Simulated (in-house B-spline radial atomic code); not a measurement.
# Nb⁷⁺: ionisation energy by several methods

Aim: the ionisation energy of Nb⁷⁺ by several methods, each as the difference of two self-consistent energies (Nb⁷⁺ and the next ion, [Ar] 3d10 4s2 4p3).

The numbers are computed with in-house B-spline radial atomic code version 1 (scalar-relativistic (X2C), several functionals, spin-polarised, exact exchange averaged over the configuration; spherical all-electron atom at the radial basis limit), except any that are marked as measured or tabulated.

## 1. The atom as given

- element: niobium (Z = 41)
- charge: +7
- electrons: 34
- configuration: [Ar] 3d10 4s2 4p4
- nucleus: Fermi, rms radius 4.324 fm

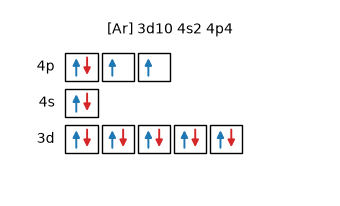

Occupation of the outer shells (arrows by Hund's rule).

Where spins are not typed, each open shell is filled with up spins first.

## 2. BHandHLYP

The run's settings:

```ini
Z = 41
electrons = 34.0
configuration = [Ar] 3d10 4s2 4p4
hamiltonian = x2c
method = bhandhlyp
spin_polarised = True
nucleus = fermi
rms_radius = 4.324
mass_number = 93
atomic_mass = 92.90637317
speed_of_light = 137.035999084
exact_exchange = averaged over the configuration
```

Run with:

```bash
> python run_scf.py task.json out
```

task.json lists these runs, among others, and the program works through them in turn.

Results of the run (chosen fields of its result record, rounded):

```text
status: converged
scf [iteration, energy, orbital gradient]:
  - [1, -3799.4841308, 0.589]
  - [2, -3804.72944172, 0.395]
  - [3, -3806.19109699, 0.0931]
  - [4, -3806.28640464, 0.0218]
  - [5, -3806.29113659, 0.0122]
  - [6, -3806.29272125, 0.000275]
  - [7, -3806.29272267, 4.87e-05]
  - [8, -3806.29272269, 1.64e-06]
  - [9, -3806.29272269, 6.19e-08]
energy [hartree]: {"total": -3806.29272269, "kinetic": 3940.53578297, "nuclear": -9057.01082587, "coulomb": 1426.49004211, "exact_exchange": -57.1263809343, "xc": -59.1813409735}
orbitals [hartree, bohr; first row names the columns]:
  - ["name", "occ", "eps", "<r>", "<r^2>", "<1/r>", "r_max"]
  - ["1s up", 1.0, -700.00894, 0.035603, 0.001721, 43.733, 0.022923]
  - ["1s down", 1.0, -699.98757, 0.035602, 0.0017209, 43.734, 0.022923]
  - ["2s up", 1.0, -102.78942, 0.15746, 0.029296, 9.7817, 0.133]
  - ["2s down", 1.0, -102.77639, 0.15745, 0.02929, 9.7819, 0.133]
  - ["2p up", 3.0, -92.142216, 0.1375, 0.023126, 9.2993, 0.10623]
  - ["2p down", 3.0, -92.118656, 0.13752, 0.02313, 9.2981, 0.10625]
  - ["3s up", 1.0, -21.058833, 0.4408, 0.22268, 3.3164, 0.39457]
  - ["3s down", 1.0, -21.028731, 0.44077, 0.22256, 3.3148, 0.39476]
  - ["3p up", 3.0, -17.521152, 0.44321, 0.22861, 3.1155, 0.38848]
  - ["3p down", 3.0, -17.481724, 0.44361, 0.22897, 3.1116, 0.38889]
  - ["3d up", 5.0, -11.723921, 0.43022, 0.22252, 2.8657, 0.33414]
  - ["3d down", 5.0, -11.699167, 0.42955, 0.22159, 2.8681, 0.33418]
  - ["4s up", 1.0, -6.0949122, 1.0899, 1.3337, 1.2525, 1.0028]
  - ["4s down", 1.0, -5.8659033, 1.0919, 1.3406, 1.2519, 1.0008]
  - ["4p up", 3.0, -5.0123826, 1.1731, 1.5534, 1.1409, 1.0695]
  - ["4p down", 1.0, -4.8831199, 1.1784, 1.5702, 1.1385, 1.0697]
sum_r [bohr^k]: {"-1": 223.8697, "1": 15.93169, "2": 13.14391}
radius_at_0.001 [bohr]: 2.519
radius_enclosing_fraction [bohr]: {"0.5": 0.3625, "0.9": 1.08, "0.99": 1.813}
slater [hartree]:
  F0(4s up,4s up): 0.82386
  F0(4s up,4s down): 0.82313
  F0(4s up,4p up): 0.79278
  G1(4s up,4p up): 0.54426
  F0(4s up,4p down): 0.79093
  F0(4s down,4s down): 0.8224
  F0(4s down,4p up): 0.7921
  F0(4s down,4p down): 0.79025
  G1(4s down,4p down): 0.54121
  F0(4p up,4p up): 0.76562
  F2(4p up,4p up): 0.40925
  F0(4p up,4p down): 0.76394
  F2(4p up,4p down): 0.40764
  F0(4p down,4p down): 0.76226
  F2(4p down,4p down): 0.40605
ionisation_energy [hartree]: 5.03927473
```

It took 0.73 s on 1 thread, shared host.

The run also solves the next ion with the same method; the record keeps the difference, ionisation_energy. radius_at_0.001 is where the density falls to 0.001 electrons per bohr³.

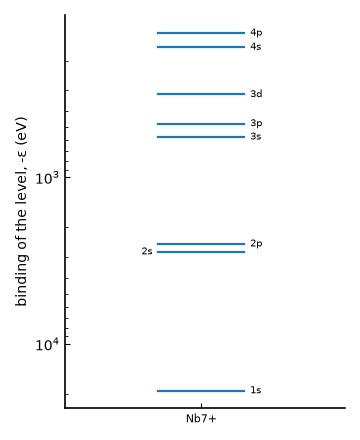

Orbital energies of this run on a logarithmic scale (up spins).

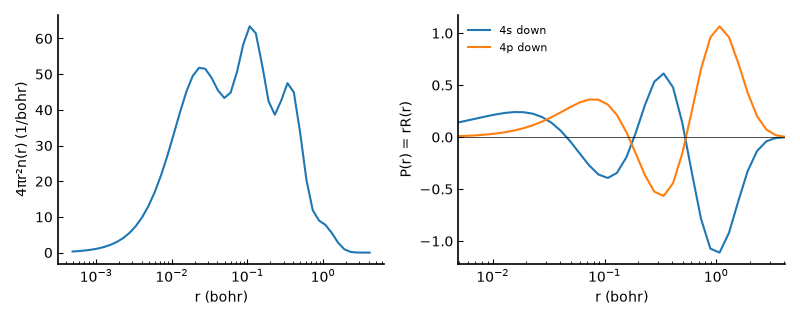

Radial density (left) and the radial functions of 4s down, 4p down (right).

On the record's full grid the radial density has clear maxima near r = 0.023, 0.11, 0.34 bohr.

## 3. TPSSh

The settings differ from step 2 so:

```diff
@@ -4,3 +4,3 @@
 hamiltonian = x2c
-method = bhandhlyp
+method = tpssh
 spin_polarised = True
```

Results of the run:

```text
status: converged
scf [iteration, energy, orbital gradient]:
  - [1, -3806.11356809, 0.0643]
  - [2, -3806.11670256, 0.00143]
  - [3, -3806.1167198, 0.00046]
  - [4, -3806.11672051, 0.000206]
  - [5, -3806.11672057, 3.05e-05]
  - [6, -3806.11672058, 1.36e-05]
  - [7, -3806.11672058, 2.9e-07]
energy [hartree]: {"total": -3806.11672058, "kinetic": 3940.31419209, "nuclear": -9056.39769232, "coulomb": 1426.22707458, "exact_exchange": -11.4221451188, "xc": -104.838149816}
orbitals [hartree, bohr; first row names the columns]:
  - ["name", "occ", "eps", "<r>"]
  - ["1s up", 1.0, -696.19908, 0.035594]
  - ["1s down", 1.0, -696.18318, 0.035594]
  - ["2s up", 1.0, -101.1927, 0.15749]
  - ["2s down", 1.0, -101.18586, 0.15748]
  - ["2p up", 3.0, -90.735441, 0.13748]
  - ["2p down", 3.0, -90.721125, 0.13749]
  - ["3s up", 1.0, -20.365803, 0.44153]
  - ["3s down", 1.0, -20.34813, 0.44152]
  - ["3p up", 3.0, -16.920746, 0.4441]
  - ["3p down", 3.0, -16.899054, 0.44409]
  - ["3d up", 5.0, -11.301097, 0.43086]
  - ["3d down", 5.0, -11.280173, 0.43024]
  - ["4s up", 1.0, -5.8806863, 1.0887]
  - ["4s down", 1.0, -5.7309543, 1.0894]
  - ["4p up", 3.0, -4.8794871, 1.1704]
  - ["4p down", 1.0, -4.7528443, 1.1749]
sum_r [bohr^k]: {"-1": 223.8552, "1": 15.92831, "2": 13.1182}
ionisation_energy [hartree]: 5.03415979
```

Run time: 0.91 s. Hardware: 1 thread, shared host.

Meta-GGA runs start from a PBE run whose iterations are not counted.

## 4. r2SCAN0

The settings differ from step 3 so:

```diff
@@ -4,3 +4,3 @@
 hamiltonian = x2c
-method = tpssh
+method = r2scan0
 spin_polarised = True
```

Results of the run:

```text
status: converged
scf [iteration, energy, orbital gradient]:
  - [1, -3806.2178519, 0.0789]
  - [2, -3806.22462424, 0.00192]
  - [3, -3806.22463435, 0.00106]
  - [4, -3806.22463569, 0.000552]
  - [5, -3806.22463611, 2.28e-05]
  - [6, -3806.22463612, 1.29e-05]
  - [7, -3806.22463612, 1.37e-06]
  - [8, -3806.22463612, 1.24e-07]
energy [hartree]: {"total": -3806.22463612, "kinetic": 3940.35361171, "nuclear": -9056.76546068, "coulomb": 1426.52654451, "exact_exchange": -28.5638316119, "xc": -87.7755000452}
orbitals [hartree, bohr; first row names the columns]:
  - ["name", "occ", "eps", "<r>"]
  - ["1s up", 1.0, -698.25706, 0.035612]
  - ["1s down", 1.0, -698.23393, 0.035611]
  - ["2s up", 1.0, -102.17753, 0.15746]
  - ["2s down", 1.0, -102.16953, 0.15745]
  - ["2p up", 3.0, -91.578773, 0.13752]
  - ["2p down", 3.0, -91.558249, 0.13753]
  - ["3s up", 1.0, -20.800511, 0.44074]
  - ["3s down", 1.0, -20.777469, 0.44075]
  - ["3p up", 3.0, -17.279327, 0.44338]
  - ["3p down", 3.0, -17.248809, 0.44353]
  - ["3d up", 5.0, -11.528746, 0.43051]
  - ["3d down", 5.0, -11.503349, 0.42978]
  - ["4s up", 1.0, -5.9974313, 1.0902]
  - ["4s down", 1.0, -5.7982075, 1.093]
  - ["4p up", 3.0, -4.9494792, 1.1709]
  - ["4p down", 1.0, -4.8034135, 1.1758]
sum_r [bohr^k]: {"-1": 223.8629, "1": 15.92643, "2": 13.12045}
ionisation_energy [hartree]: 5.02846994
```

Run time: 0.92 s. Hardware: 1 thread, shared host.

## 5. M06-2X

The settings differ from step 4 so:

```diff
@@ -4,3 +4,3 @@
 hamiltonian = x2c
-method = r2scan0
+method = m062x
 spin_polarised = True
```

Results of the run:

```text
status: converged
warnings: ["restarted with heavier damping", "states collapsed into the nucleus by a negative tau potential were left out of the aufbau"]
scf [iteration, energy, orbital gradient]:
  - [1, -3806.55089086, 0.141]
  - [2, -3806.56905824, 0.00995]
  - [3, -3806.56923583, 0.00814]
  - [4, -3806.56932609, 0.00667]
  - [5, -3806.56937297, 0.00547]
  - [6, -3806.56939806, 0.00449]
  - [7, -3806.56941185, 0.00368]
  - [8, -3806.56941969, 0.00303]
  - [9, -3806.56942431, 0.00249]
  - [10, -3806.56942712, 0.00204]
  - [11, -3806.56942888, 0.00168]
  - [12, -3806.56943, 0.00138]
  - [13, -3806.56943073, 0.00114]
  - [14, -3806.56943122, 0.000938]
  - [15, -3806.56943155, 0.000773]
  - [16, -3806.56943177, 0.000637]
  - [17, -3806.56943224, 0.000106]
  - [18, -3806.56943225, 1.54e-05]
  - [19, -3806.56943225, 2.52e-06]
  - [20, -3806.56943225, 2.08e-06]
  - [21, -3806.56943225, 4.38e-06]
  - [22, -3806.56943225, 4.07e-06]
  - [23, -3806.56943225, 2.02e-06]
  - [24, -3806.56943225, 1.13e-06]
  - [25, -3806.56943225, 6.26e-07]
  - [26, -3806.56943225, 1.92e-07]
energy [hartree]: {"total": -3806.56943225, "kinetic": 3940.79841549, "nuclear": -9057.95749794, "coulomb": 1427.19200783, "exact_exchange": -61.6977286195, "xc": -54.9046290187}
orbitals [hartree, bohr; first row names the columns]:
  - ["name", "occ", "eps", "<r>"]
  - ["1s up", 1.0, -699.82484, 0.035628]
  - ["1s down", 1.0, -699.79996, 0.035628]
  - ["2s up", 1.0, -102.57805, 0.15782]
  - ["2s down", 1.0, -102.56199, 0.15782]
  - ["2p up", 3.0, -92.135793, 0.13754]
  - ["2p down", 3.0, -92.11206, 0.13756]
  - ["3s up", 1.0, -20.900382, 0.44229]
  - ["3s down", 1.0, -20.869878, 0.44177]
  - ["3p up", 3.0, -17.461169, 0.4435]
  - ["3p down", 3.0, -17.421499, 0.44328]
  - ["3d up", 5.0, -11.745141, 0.42943]
  - ["3d down", 5.0, -11.720819, 0.42775]
  - ["4s up", 1.0, -6.0677989, 1.0897]
  - ["4s down", 1.0, -5.8450995, 1.1011]
  - ["4p up", 3.0, -5.0076495, 1.1702]
  - ["4p down", 1.0, -4.8968419, 1.1847]
sum_r [bohr^k]: {"-1": 223.8926, "1": 15.92861, "2": 13.14428}
ionisation_energy [hartree]: 5.01092191
```

Run time: 9 s. Hardware: 1 thread, shared host.

## 6. B97-1

The settings differ from step 5 so:

```diff
@@ -4,3 +4,3 @@
 hamiltonian = x2c
-method = m062x
+method = b97_1
 spin_polarised = True
```

Results of the run:

```text
status: converged
scf [iteration, energy, orbital gradient]:
  - [1, -3799.34028875, 0.587]
  - [2, -3804.15809295, 0.431]
  - [3, -3806.00871709, 0.088]
  - [4, -3806.10558633, 0.0191]
  - [5, -3806.10927308, 0.0113]
  - [6, -3806.11074773, 0.000454]
  - [7, -3806.1107498, 4.36e-05]
  - [8, -3806.11074982, 1.73e-06]
  - [9, -3806.11074982, 9.63e-08]
energy [hartree]: {"total": -3806.11074982, "kinetic": 3940.11930851, "nuclear": -9056.64383952, "coulomb": 1426.63726803, "exact_exchange": -23.9885061319, "xc": -92.234980718}
orbitals [hartree, bohr; first row names the columns]:
  - ["name", "occ", "eps", "<r>"]
  - ["1s up", 1.0, -696.60228, 0.035608]
  - ["1s down", 1.0, -696.58558, 0.035607]
  - ["2s up", 1.0, -101.53876, 0.15758]
  - ["2s down", 1.0, -101.52756, 0.15758]
  - ["2p up", 3.0, -91.078012, 0.13753]
  - ["2p down", 3.0, -91.059366, 0.13754]
  - ["3s up", 1.0, -20.490915, 0.44171]
  - ["3s down", 1.0, -20.472536, 0.44163]
  - ["3p up", 3.0, -17.048204, 0.44401]
  - ["3p down", 3.0, -17.024377, 0.44405]
  - ["3d up", 5.0, -11.418779, 0.43032]
  - ["3d down", 5.0, -11.399173, 0.42964]
  - ["4s up", 1.0, -5.9263732, 1.0878]
  - ["4s down", 1.0, -5.7586968, 1.0913]
  - ["4p up", 3.0, -4.9094016, 1.1693]
  - ["4p down", 1.0, -4.7875641, 1.1778]
sum_r [bohr^k]: {"-1": 223.8612, "1": 15.92376, "2": 13.11551}
ionisation_energy [hartree]: 5.0394603
```

Wall time 0.7 s (1 thread, shared host).

## 7. The ladder

| method | rung | total energy (hartree) | ΔSCF (eV) | −ε highest (eV) | ΔSCF less tabulated (eV) |
| --- | --- | --- | --- | --- | --- |
| BHandHLYP | global hybrid | -3806.2927 | 137.13 | 132.88 (4p down) | +1.13 |
| TPSSh | global hybrid | -3806.1167 | 136.99 | 129.33 (4p down) | +0.99 |
| r2SCAN0 | global hybrid | -3806.2246 | 136.83 | 130.71 (4p down) | +0.83 |
| M06-2X | global hybrid | -3806.5694 | 136.35 | 133.25 (4p down) | +0.35 |
| B97-1 | global hybrid | -3806.1107 | 137.13 | 130.28 (4p down) | +1.13 |

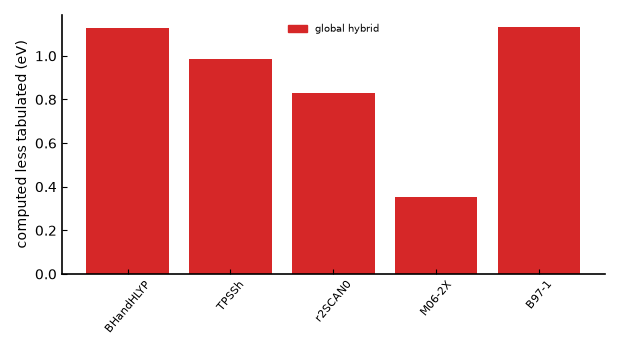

Error of each method against the tabulated value; one colour a rung.

The tabulated ionisation energy is 136 ± 2.1 eV (tabulated theoretical; NIST Atomic Spectra Database). M06-2X comes nearest (+0.35 eV) and B97-1 is farthest (+1.13 eV, 0.83 %). The table's own uncertainty is as large as these misses, so the order means little. Relativistic terms that these runs lack can be as large as the gaps between close methods, so the nearest may be so by luck. Spin-orbit coupling is left out. Open shells are averaged (over orientations, and over spins where the run is restricted), while tables refer to the lowest levels.

What each method cost (CPU seconds, one thread, shared host; runs marked * also made radial tables):

| method | CPU time | miss (eV) |
| --- | --- | --- |
| B97-1 | 0.7 s | +1.13 |
| BHandHLYP* | 0.73 s | +1.13 |
| TPSSh* | 0.91 s | +0.99 |
| r2SCAN0 | 0.92 s | +0.83 |
| M06-2X | 9 s | +0.35 |
